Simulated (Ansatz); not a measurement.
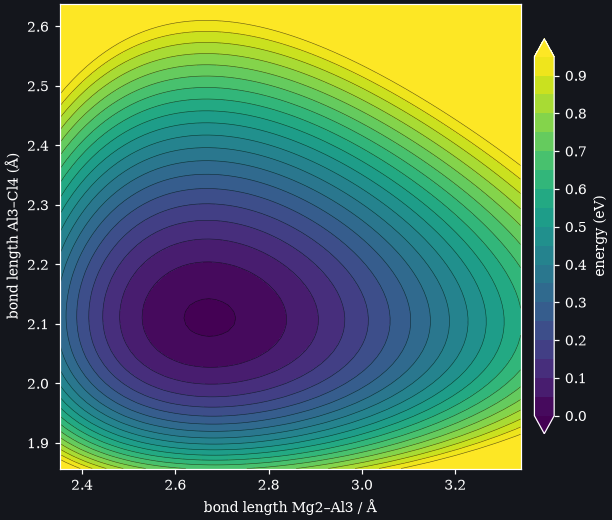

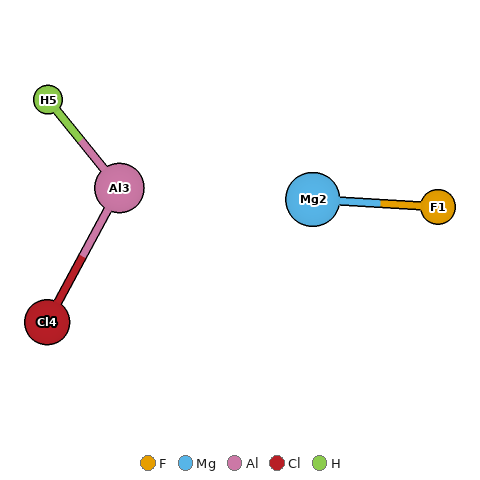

Energy landscape of AlClFHMg. First axis: bond length Mg2–Al3. Second axis: bond length Al3–Cl4. Nothing is relaxed (all other coordinates rigid). The grid has 15 × 15 points. All energies are given in eV relative to the lowest grid point. Level of theory: RKS SPW92 (LDA)/def2-TZVP in Ansatz 0.2.0.

The picture shows filled contours, one colour for all values above the top of the scale. Between grid points the surface is interpolated. The second picture is the structure at the lowest point.

**What does the map say about the system?**

The lowest grid point is at bond length Mg2–Al3 = 2.705 Å, bond length Al3–Cl4 = 2.136 Å. It is the only kind of minimum in the scanned range. The highest grid point, bond length Mg2–Al3 = 3.340 Å, bond length Al3–Cl4 = 2.638 Å, lies 1.64 eV above the lowest. Round the minimum the two coordinates are nearly uncoupled.

Each point was launched as `ansatz run input.yaml --threads 1 --pin off --max-ram 2560MiB --backend cpu --events-out ev --progress --plain --runs-dir out`. Time for the 225 points that were run: 14 min on 1 thread of Arm Neoverse N1 (shared host).
